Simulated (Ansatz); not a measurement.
ZnPH4ClO: geometry relaxation (part 2 of 2)

The same run, continued: ZnPH4ClO; RKS B3LYP/def2-SVP (Ansatz 0.2.0). It belongs to a series of runs on one base structure; here: end point A relaxed.

Geometry of the input (Å):
```
Zn 0.3257  -0.0540  0.1378
Cl 0.8076  0.1832  2.2767
O  -0.0888  -0.1096  -1.5941
H  0.3558  -0.8327  -2.0620
P  -2.9975  -0.3491  1.1680
H  -2.7140  -1.3145  0.1473
H  -3.1059  -1.3597  2.1738
H  -1.6150  -0.1118  1.4425
```

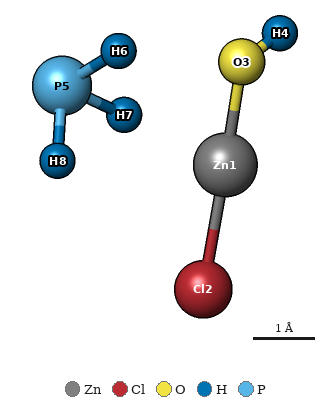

Figure 1. The geometry at step 21 of the log (ball-and-stick view, seen at a tilt; atoms are numbered from 1 in the order of the input).

### Trajectory as extended XYZ, continued
```
8
Properties=species:S:1:pos:R:3:forces:R:3 step=10 energy=-72331.68260
Zn    0.3131   -0.1668    0.2841   -0.0054   0.0018   0.0219
Cl    1.0966    0.2482    2.2047    0.0013   0.0006  -0.0013
O    -0.3401   -0.4064   -1.3585    0.0101  -0.0033  -0.0175
H     0.1490   -1.0409   -1.8995   -0.0081  -0.0050  -0.0032
P    -3.1332   -0.5190    1.1455    0.1360  -0.0858   0.0156
H    -2.4521   -0.6879   -0.1072   -0.0317   0.0375   0.0861
H    -2.5536   -1.6996    1.7209   -0.0543   0.0690  -0.0498
H    -2.1117    0.3241    1.7001   -0.0478  -0.0149  -0.0518
8
Properties=species:S:1:pos:R:3:forces:R:3 step=11 energy=-72331.68452
Zn    0.3020   -0.1654    0.2828    0.0018  -0.0059   0.0054
Cl    1.0770    0.2475    2.2072    0.0016   0.0035   0.0029
O    -0.3280   -0.3997   -1.3705   -0.0012   0.0186   0.0041
H     0.1314   -1.0762   -1.8854   -0.0001  -0.0184  -0.0099
P    -3.1244   -0.5326    1.1546    0.0119   0.0303  -0.0248
H    -2.4458   -0.6442   -0.1010   -0.0209  -0.0151  -0.0041
H    -2.5182   -1.7108    1.6929    0.0248   0.0098   0.0019
H    -2.1261    0.3332    1.7094   -0.0180  -0.0227   0.0244
8
Properties=species:S:1:pos:R:3:forces:R:3 step=13 energy=-72331.68576
Zn    0.3082   -0.1638    0.2823    0.0018  -0.0006   0.0001
Cl    1.0752    0.2443    2.2110   -0.0013   0.0006   0.0010
O    -0.3102   -0.3794   -1.3783    0.0161  -0.0107  -0.0103
H     0.1008   -1.1036   -1.8702   -0.0175   0.0087   0.0114
P    -3.1244   -0.5414    1.1509    0.0027   0.0129  -0.0086
H    -2.4429   -0.6322   -0.1045   -0.0063  -0.0014  -0.0044
H    -2.4933   -1.7102    1.6813    0.0145   0.0033   0.0021
H    -2.1455    0.3379    1.7177   -0.0100  -0.0127   0.0086
8
Properties=species:S:1:pos:R:3:forces:R:3 step=14 energy=-72331.68170 accepted=F
Zn    0.3216   -0.1538    0.2792    0.0021   0.0091   0.0010
Cl    1.0666    0.2401    2.2195   -0.0029  -0.0023  -0.0019
O    -0.2691   -0.3362   -1.3971    0.2410  -0.6455  -0.3354
H     0.0317   -1.1629   -1.8352   -0.2452   0.6367   0.3391
P    -3.1221   -0.5584    1.1447    0.0083  -0.0020   0.0040
H    -2.4346   -0.6057   -0.1102    0.0050   0.0093   0.0033
H    -2.4509   -1.7133    1.6577    0.0023   0.0053  -0.0039
H    -2.1753    0.3421    1.7318   -0.0107  -0.0105  -0.0063
8
Properties=species:S:1:pos:R:3:forces:R:3 step=15 energy=-72331.68637
Zn    0.3154   -0.1593    0.2806    0.0015   0.0029  -0.0022
Cl    1.0708    0.2422    2.2152   -0.0023  -0.0007  -0.0001
O    -0.2891   -0.3579   -1.3880    0.0895  -0.1771  -0.1043
H     0.0668   -1.1327   -1.8532   -0.0921   0.1729   0.1090
P    -3.1237   -0.5498    1.1479   -0.0018   0.0036   0.0034
H    -2.4399   -0.6193   -0.1076    0.0044   0.0046  -0.0033
H    -2.4718   -1.7109    1.6702    0.0076  -0.0023  -0.0021
H    -2.1607    0.3395    1.7251   -0.0069  -0.0038  -0.0005
8
Properties=species:S:1:pos:R:3:forces:R:3 step=16 energy=-72331.68751
Zn    0.3220   -0.1523    0.2789    0.0028  -0.0011   0.0018
Cl    1.0666    0.2426    2.2191   -0.0024   0.0013  -0.0029
O    -0.2703   -0.3446   -1.3948    0.0657  -0.1575  -0.0854
H     0.0300   -1.1568   -1.8334   -0.0693   0.1553   0.0887
P    -3.1210   -0.5571    1.1443   -0.0070   0.0034  -0.0020
H    -2.4343   -0.6047   -0.1107    0.0052   0.0060  -0.0005
H    -2.4541   -1.7147    1.6554    0.0091  -0.0035  -0.0003
H    -2.1710    0.3393    1.7314   -0.0041  -0.0040   0.0006
8
Properties=species:S:1:pos:R:3:forces:R:3 step=17 energy=-72331.68857
Zn    0.3307   -0.1467    0.2793    0.0049   0.0004   0.0132
Cl    1.0650    0.2486    2.2232   -0.0019   0.0017  -0.0045
O    -0.2503   -0.3331   -1.3990    0.0702  -0.2421  -0.1246
H    -0.0272   -1.1888   -1.8036   -0.0733   0.2393   0.1162
P    -3.1165   -0.5684    1.1331    0.0152   0.0008   0.0006
H    -2.4172   -0.5769   -0.1167   -0.0024   0.0057   0.0110
H    -2.4258   -1.7195    1.6285   -0.0008  -0.0015  -0.0057
H    -2.1908    0.3366    1.7455   -0.0118  -0.0043  -0.0062
8
Properties=species:S:1:pos:R:3:forces:R:3 step=18 energy=-72331.68963
Zn    0.3475   -0.1457    0.2708   -0.0056  -0.0014  -0.0038
Cl    1.0709    0.2532    2.2172   -0.0013   0.0021  -0.0012
O    -0.2319   -0.3325   -1.4084    0.0382  -0.1198  -0.0494
H    -0.0400   -1.1983   -1.8006   -0.0384   0.1197   0.0592
P    -3.1250   -0.5746    1.1300    0.0168   0.0047   0.0010
H    -2.4054   -0.5623   -0.1081   -0.0022   0.0010   0.0019
H    -2.4290   -1.7228    1.6246    0.0003  -0.0022  -0.0051
H    -2.2193    0.3347    1.7647   -0.0078  -0.0041  -0.0027
8
Properties=species:S:1:pos:R:3:forces:R:3 step=20 energy=-72331.69058
Zn    0.3330   -0.1432    0.2754    0.0129  -0.0092  -0.0325
Cl    1.0517    0.2648    2.2216   -0.0024   0.0041   0.0069
O    -0.2051   -0.3273   -1.4195    0.0007   0.1077   0.0576
H    -0.1270   -1.2243   -1.7661    0.0043  -0.1018  -0.0285
P    -3.1023   -0.5816    1.1055   -0.0164  -0.0164   0.0159
H    -2.3458   -0.5341   -0.1085   -0.0069   0.0028  -0.0274
H    -2.4052   -1.7305    1.5978    0.0003   0.0050  -0.0031
H    -2.2314    0.3277    1.7840    0.0075   0.0078   0.0111
8
Properties=species:S:1:pos:R:3:forces:R:3 step=21 energy=-72331.69190
Zn    0.3538   -0.1466    0.2778    0.0000   0.0040  -0.0009
Cl    1.0588    0.2743    2.2265   -0.0008  -0.0007  -0.0027
O    -0.1896   -0.3328   -1.4138    0.0082  -0.0169  -0.0050
H    -0.1589   -1.2423   -1.7415   -0.0062   0.0162   0.0110
P    -3.1057   -0.5941    1.1090   -0.0110   0.0090   0.0059
H    -2.3770   -0.5002   -0.1199    0.0022  -0.0046  -0.0039
H    -2.3672   -1.7326    1.5627    0.0060  -0.0025  -0.0046
H    -2.2462    0.3258    1.7893    0.0017  -0.0045   0.0002
8
Properties=species:S:1:pos:R:3:forces:R:3 step=22 energy=-72331.68781 accepted=F
Zn    0.3761   -0.1400    0.2824   -0.0012   0.0070   0.0076
Cl    1.0655    0.2924    2.2345   -0.0041  -0.0025  -0.0066
O    -0.1405   -0.3307   -1.4170   -0.0818  -0.6260  -0.1843
H    -0.2491   -1.2653   -1.6918    0.0754   0.6206   0.1858
P    -3.1038   -0.6062    1.1023    0.0210  -0.0153  -0.0151
H    -2.3909   -0.4718   -0.1337   -0.0010   0.0073   0.0288
H    -2.3352   -1.7408    1.5190   -0.0128   0.0158  -0.0067
H    -2.2543    0.3142    1.7944    0.0044  -0.0069  -0.0095
8
Properties=species:S:1:pos:R:3:forces:R:3 step=23 energy=-72331.69215
Zn    0.3597   -0.1404    0.2799    0.0011   0.0021   0.0013
Cl    1.0570    0.2847    2.2304   -0.0002   0.0014  -0.0008
O    -0.1688   -0.3324   -1.4157   -0.0043  -0.1504  -0.0476
H    -0.2003   -1.2545   -1.7150    0.0020   0.1480   0.0492
P    -3.1026   -0.5965    1.1066    0.0082  -0.0026  -0.0029
H    -2.3824   -0.4867   -0.1265   -0.0023   0.0015   0.0049
H    -2.3560   -1.7386    1.5392   -0.0043   0.0019  -0.0038
H    -2.2388    0.3160    1.7912   -0.0002  -0.0018  -0.0002
8
Properties=species:S:1:pos:R:3:forces:R:3 step=24 energy=-72331.69247
Zn    0.3651   -0.1371    0.2802    0.0005  -0.0021  -0.0068
Cl    1.0624    0.2907    2.2302   -0.0025   0.0021  -0.0024
O    -0.1589   -0.3331   -1.4166   -0.0035  -0.0477  -0.0061
H    -0.2192   -1.2551   -1.7047    0.0027   0.0476   0.0173
P    -3.1027   -0.5974    1.1026    0.0006  -0.0018  -0.0013
H    -2.3790   -0.4849   -0.1279    0.0012   0.0030   0.0035
H    -2.3603   -1.7427    1.5336   -0.0014   0.0011  -0.0037
H    -2.2395    0.3114    1.7928    0.0025  -0.0022  -0.0005
8
Properties=species:S:1:pos:R:3:forces:R:3 step=25 energy=-72331.69251
Zn    0.3659   -0.1380    0.2817   -0.0006   0.0009  -0.0005
Cl    1.0643    0.2931    2.2305   -0.0013   0.0015  -0.0017
O    -0.1627   -0.3349   -1.4132   -0.0023  -0.0453  -0.0118
H    -0.2184   -1.2567   -1.7025    0.0013   0.0434   0.0149
P    -3.1026   -0.5977    1.1031   -0.0042   0.0031  -0.0034
H    -2.3835   -0.4808   -0.1296    0.0021   0.0013   0.0021
H    -2.3574   -1.7432    1.5278    0.0016  -0.0047  -0.0016
H    -2.2377    0.3099    1.7924    0.0034  -0.0003   0.0020
8
Properties=species:S:1:pos:R:3:forces:R:3 step=27 energy=-72331.69297
Zn    0.3731   -0.1273    0.2845   -0.0007  -0.0032   0.0047
Cl    1.0718    0.3379    2.2253    0.0004   0.0031  -0.0013
O    -0.1554   -0.3555   -1.4061    0.0052   0.0321   0.0021
H    -0.2550   -1.2813   -1.6643   -0.0036  -0.0295  -0.0068
P    -3.0989   -0.5908    1.0966    0.0196   0.0015   0.0095
H    -2.3818   -0.4342   -0.1331   -0.0022  -0.0038   0.0046
H    -2.3719   -1.7678    1.4667   -0.0100   0.0111  -0.0059
H    -2.2139    0.2708    1.8206   -0.0087  -0.0113  -0.0070
8
Properties=species:S:1:pos:R:3:forces:R:3 step=28 energy=-72331.69262 accepted=F
Zn    0.3881   -0.1129    0.2857   -0.0012  -0.0030   0.0027
Cl    1.0840    0.3960    2.2173   -0.0027  -0.0002  -0.0084
O    -0.1333   -0.3753   -1.4025   -0.0282  -0.1518  -0.0347
H    -0.3010   -1.3055   -1.6204    0.0314   0.1570   0.0398
P    -3.0989   -0.5790    1.0917    0.0981  -0.0290   0.0489
H    -2.3822   -0.3906   -0.1345   -0.0044  -0.0030   0.0202
H    -2.4091   -1.7999    1.4009   -0.0456   0.0781  -0.0198
H    -2.1796    0.2189    1.8520   -0.0475  -0.0482  -0.0486
8
Properties=species:S:1:pos:R:3:forces:R:3 step=29 energy=-72331.69276 accepted=F
Zn    0.3700   -0.1296    0.2853    0.0111   0.0149  -0.0213
Cl    1.0758    0.3548    2.2193   -0.0075  -0.0057   0.0014
O    -0.1418   -0.3512   -1.4127   -0.0096  -0.0711   0.0072
H    -0.2627   -1.2776   -1.6662    0.0079   0.0613   0.0136
P    -3.0980   -0.5815    1.0939   -0.0533  -0.0248  -0.0234
H    -2.3641   -0.4447   -0.1273    0.0047   0.0191  -0.0106
H    -2.4061   -1.7757    1.4688    0.0076  -0.0172   0.0157
H    -2.2052    0.2572    1.8290    0.0391   0.0234   0.0173
8
Properties=species:S:1:pos:R:3:forces:R:3 step=30 energy=-72331.69312
Zn    0.3741   -0.1260    0.2841    0.0009   0.0013  -0.0032
Cl    1.0723    0.3482    2.2230   -0.0008   0.0009  -0.0003
O    -0.1492   -0.3559   -1.4082    0.0013   0.0017   0.0038
H    -0.2582   -1.2825   -1.6619   -0.0008  -0.0022  -0.0006
P    -3.0993   -0.5864    1.0972    0.0023   0.0001   0.0021
H    -2.3797   -0.4332   -0.1312    0.0001  -0.0016  -0.0009
H    -2.3874   -1.7734    1.4623   -0.0037   0.0012  -0.0023
H    -2.2047    0.2609    1.8249    0.0008  -0.0015   0.0012
```

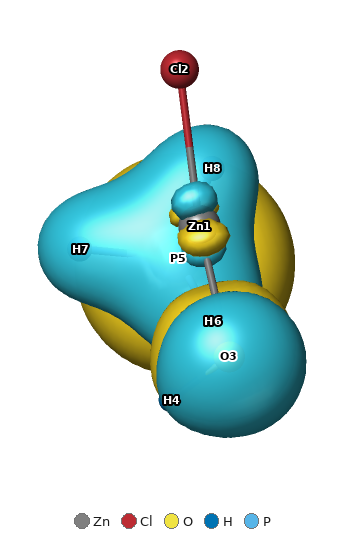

Figure 2. The HOMO at ±0.08 Å⁻³ᐟ² (yellow and cyan are the two phases), seen at an oblique angle. Its energy is −7.59 eV.

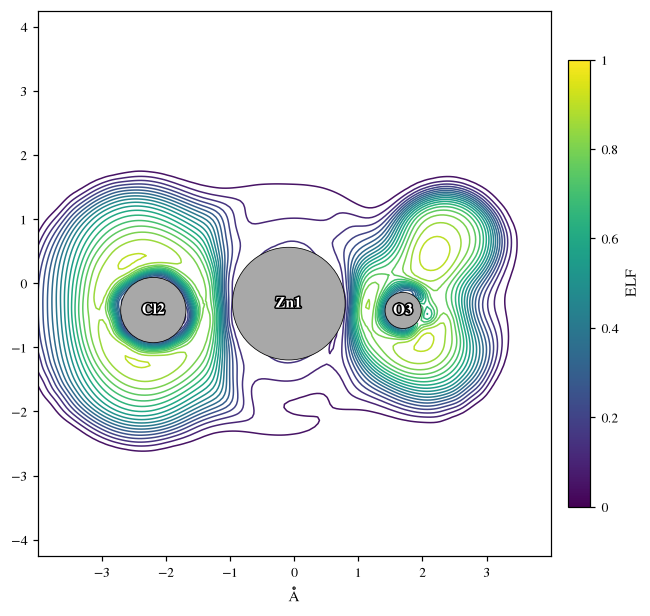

Figure 3. Electron localisation function on the plane of atoms Cl2, Zn1 and O3. Grey discs, where drawn, cover atomic cores. Atoms in the plane: Zn, Cl and O. Zn–O (1.79 Å): the ELF peaks at about 0.85 in the valence shell of O, 0.6 Å from its nucleus, and is about 0.15 at the midpoint. Zn–Cl (2.11 Å): the ELF peaks at about 0.80 in the valence shell of Cl, 0.8 Å from its nucleus, and is about 0.45 at the midpoint.

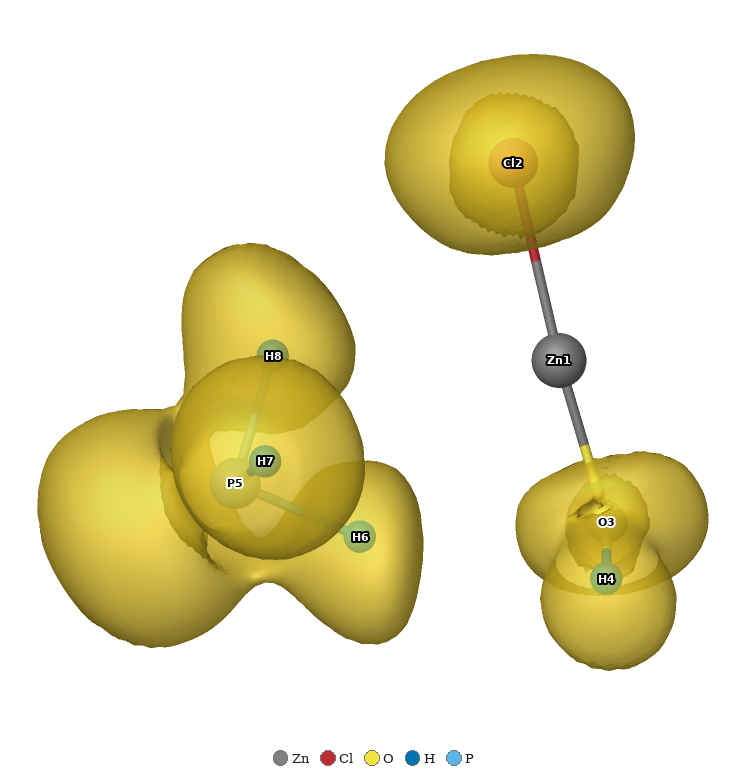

Figure 4. Isosurface of the ELF at 0.75 (yellow), seen face on. Core shells and regions of very low density are left out. Along the contacts the grid gives the following. Zn–O (1.79 Å): the ELF peaks at about 0.85 in the valence shell of O, 0.6 Å from its nucleus, and is about 0.15 at the midpoint.

### Key numbers

```json
{"quantity": "outcome", "value": "converged"}
{"quantity": "total energy", "value": "−72331.6934 eV"}
{"quantity": "mean-field energy", "value": "−72331.6934 eV"}
{"quantity": "largest force (length of the vector) at the end", "value": "0.005 eV/Å"}
{"quantity": "hardware", "value": "2 threads of Arm Neoverse V1, 24 GiB of memory available, shared host"}
{"quantity": "wall time", "value": "92 s (CPU time 2.9 min)"}
{"quantity": "peak memory", "value": "0.23 GiB"}
```
